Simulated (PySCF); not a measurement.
**C$_{4}$H$_{13}$BOSi: density, localisation and related maps**

```tsv
atom	x (Å)	y (Å)	z (Å)
B	1.0120	-2.2807	-0.4236
C	0.6201	-0.7582	-0.4954
C	-0.8912	-0.5107	-0.3075
C	-1.2796	0.9372	-0.5989
C	-2.7648	1.1763	-0.3583
O	1.3105	0.0717	0.4175
Si	2.8281	0.6031	0.3923
H	1.8446	-2.6460	0.3051
H	0.4528	-3.0301	-1.1218
H	0.8666	-0.4152	-1.5177
H	-1.4429	-1.1820	-0.9675
H	-1.1509	-0.7538	0.7246
H	-1.0367	1.1738	-1.6378
H	-0.6918	1.5970	0.0409
H	-3.0288	2.2055	-0.5890
H	-3.3645	0.5197	-0.9852
H	-3.0193	0.9816	0.6810
H	3.0923	1.3808	-0.8273
H	3.8246	-0.4729	0.4371
H	2.8137	1.4137	1.5993
```

Geometry: GFN2-xTB.

Method: PBE0/pcSseg-1, SCF density, gas phase, non-relativistic in PySCF.

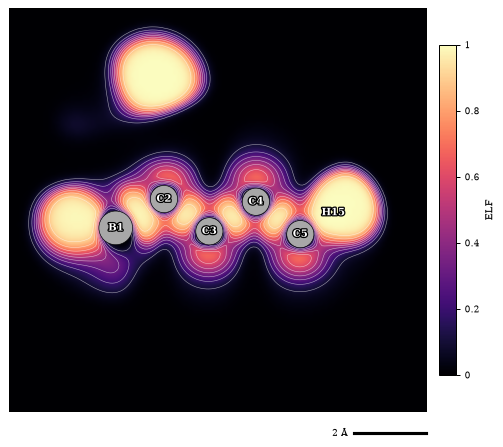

Figure 1. ELF on the plane of atoms C3, C4 and C5. Grey discs cover the atomic cores.

Read the bonding off the picture.

Answer.
- The plane passes through B, C and H nuclei.
- C–C (1.52 Å): the ELF peaks at about 0.95 between the atoms: localised, covalent bonding.
- C–B (1.57 Å): the ELF peaks at about 1 between the atoms: a shared electron pair.
- C–H (1.09 Å): the ELF climbs to about 1 towards the hydrogen, as it does in any bond to H: an ordinary covalent bond to hydrogen.

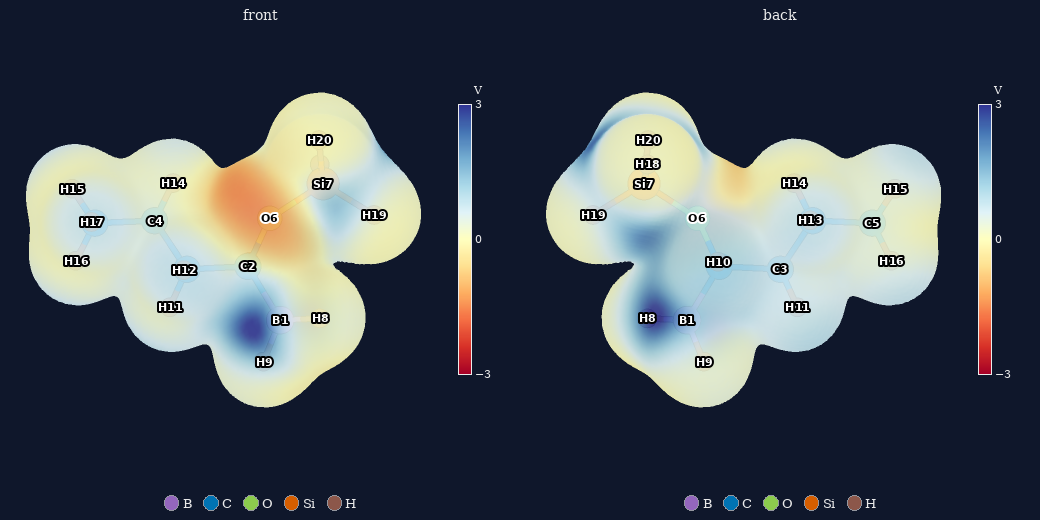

Figure 2. The electrostatic potential painted on the density surface at 0.004 e/bohr³, seen from the front and from behind; red is negative and blue positive.

Describe the electrostatic potential map.

Answer. The most negative region (about −1.5 V) lies over O6, the most positive (about +2.8 V) over B1. O6 is the likeliest acceptor of a hydrogen bond.

How polar is the molecule by this calculation?

Answer. Its dipole moment is 1.00 D.
